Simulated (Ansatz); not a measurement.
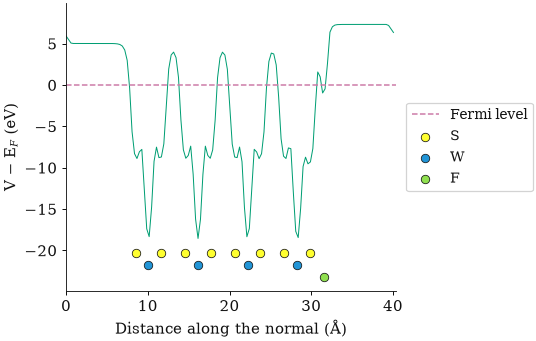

Plane-averaged electrostatic potential energy of an electron across the slab; circles at the bottom mark the heights of the atoms (positions after relaxation).

The material is a (001) slab cut from WS2 (P6_3/mmc), of composition W4S8F (not the bulk's), ended by S planes, 13 atoms in the cell.

Level of theory: DFT PBE+D3(BJ), scalar-relativistic, plane waves, PAW, spin-polarised, 9×9×1 k mesh, Gaussian smearing of 0.05 eV; code Ansatz 0.2.0.

Q: What is the work function?

A: The work function is 7.34 eV at the right face and 5.03 eV at the left.

Q: Do the two faces differ, and what does that say about the slab's dipole?

A: The vacuum level is 2.30 eV higher at the right than at the left, so the slab carries a dipole along its normal; the ramp in the vacuum, at or near the edge of the plot, is the dipole correction that keeps each side flat. Some atoms were held fixed in the relaxation, which can itself make the faces differ.

Q: How thick are slab and vacuum?

A: The outermost atoms are 23.1 Å apart, which leaves 17.3 Å of vacuum in a cell 40.4 Å high.

Spin-orbit coupling is left out, which matters for W.
